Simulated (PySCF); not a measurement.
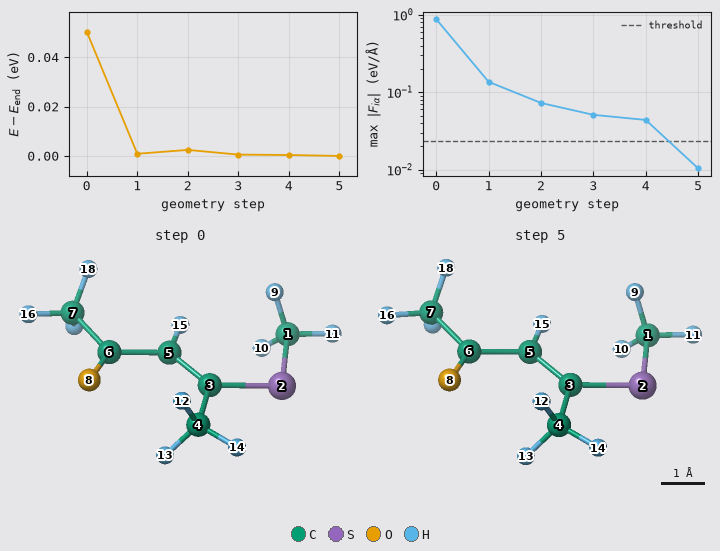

First and last geometry of a relaxation of C6H10OS, with the history of the run. The picture is a ball-and-stick view, seen from a free direction.

The start comes from GFN2-xTB.

All numbers below come from PBE0-D3(BJ)/def2-SVP geometry optimisation, gas phase in PySCF. 

Question: Read the history and describe the run.

Answer: It converged. Over 5 geometry steps the energy falls by 0.050 eV. Largest force component: 0.87 eV/Å at the start, 0.01 eV/Å at the end. The atom that moves furthest after the best rigid fit is an H atom (0.060 Å). Largest moves by element: H 0.060 Å, C 0.033 Å, S 0.028 Å, O 0.026 Å. Some distances before and after: C–S 1.815 → 1.797 Å, C–C 1.458 → 1.470 Å, C–H 1.079 → 1.091 Å, C–C 1.347 → 1.358 Å.

```csv
step,"E − E(0), eV","largest force component, eV/Å"
0,0.0000,0.8749
1,-0.0495,0.1360
2,-0.0479,0.0726
3,-0.0498,0.0510
4,-0.0500,0.0438
5,-0.0504,0.0104
```
